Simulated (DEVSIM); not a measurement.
Device: W/SiO2/p-Si capacitor, at 250 K.

```csv
layer (left to right),material,thickness (nm),Na (cm⁻³)
1,SiO2,14.0,-
2,Si,1100,2.5e17
```

Metal gate on the left, work function 4.6 eV. Fixed charge at the semiconductor interface 2.3e10 cm⁻² (in units of +e); no interface traps.

This is a model device: material constants are rounded textbook-type values typed into the input, and sizes, dopings and lifetimes were drawn at random. Values at 300 K; Nc and Nv go as T^1.5, mobilities as T to minus their exponent, the gap by Varshni's rule with the affinity fixed.

| parameter | SiO2 | Si |
|---|---|---|
| gap (eV) | 9 | 1.124 |
| affinity (eV) | 0.9 | 4.05 |
| permittivity | 3.9 | 11.7 |
| Nc (cm⁻³) | - | 2.86e19 |
| Nv (cm⁻³) | - | 3.1e19 |
| Varshni α (eV/K) | - | 0.000473 |
| Varshni β (K) | - | 636 |

DEVSIM, 1D Poisson equation in equilibrium, Boltzmann statistics, complete ionisation; no quantum confinement or tunnelling. Metal contacts follow the ideal Schottky-Mott rule: no Fermi-level pinning, no interface dipoles.

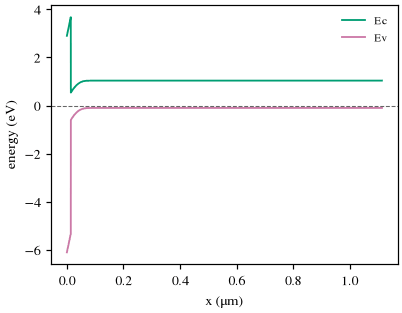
Figure. Band edges at 0.8 V on the gate

Energies count from the Fermi level of the right contact; mesh points crowd at the junctions.

| x (μm) | Ec (eV) | Ev (eV) | n (cm⁻³) | p (cm⁻³) | field (V/cm) |
|---|---|---|---|---|---|
| 0.000 | 2.900 | -6.100 | < 1e2 | < 1e2 | 570000 |
| 0.001130 | 2.964 | -6.036 | < 1e2 | < 1e2 | 570000 |
| 0.003301 | 3.087 | -5.913 | < 1e2 | < 1e2 | 570000 |
| 0.007000 | 3.296 | -5.705 | < 1e2 | < 1e2 | 570000 |
| 0.01169 | 3.561 | -5.439 | < 1e2 | < 1e2 | 570000 |
| 0.01340 | 3.657 | -5.343 | < 1e2 | < 1e2 | 570000 |
| 0.01436 | 0.548 | -0.589 | 2.0e8 | 3.2e7 | 190000 |
| 0.01690 | 0.595 | -0.541 | 2.2e7 | 2.9e8 | 180000 |
| 0.02111 | 0.667 | -0.469 | 770000 | 8.3e9 | 160000 |
| 0.03025 | 0.801 | -0.335 | 1500 | 4.2e12 | 130000 |
| 0.04826 | 0.971 | -0.165 | < 1e2 | 1.1e16 | 60000 |
| 0.1073 | 1.038 | -0.098 | < 1e2 | 2.5e17 | 57 |
| 0.2051 | 1.038 | -0.098 | < 1e2 | 2.5e17 | ≈ 0 |
| 0.4175 | 1.038 | -0.098 | < 1e2 | 2.5e17 | ≈ 0 |
| 0.8154 | 1.038 | -0.098 | < 1e2 | 2.5e17 | ≈ 0 |
| 0.9727 | 1.038 | -0.098 | < 1e2 | 2.5e17 | ≈ 0 |
| 1.045 | 1.038 | -0.098 | < 1e2 | 2.5e17 | ≈ 0 |
| 1.082 | 1.038 | -0.098 | < 1e2 | 2.5e17 | ≈ 0 |
| 1.102 | 1.038 | -0.098 | < 1e2 | 2.5e17 | ≈ 0 |
| 1.109 | 1.038 | -0.098 | < 1e2 | 2.5e17 | ≈ 0 |
| 1.112 | 1.038 | -0.098 | < 1e2 | 2.5e17 | ≈ 0 |
| 1.114 | 1.038 | -0.098 | < 1e2 | 2.5e17 | ≈ 0 |
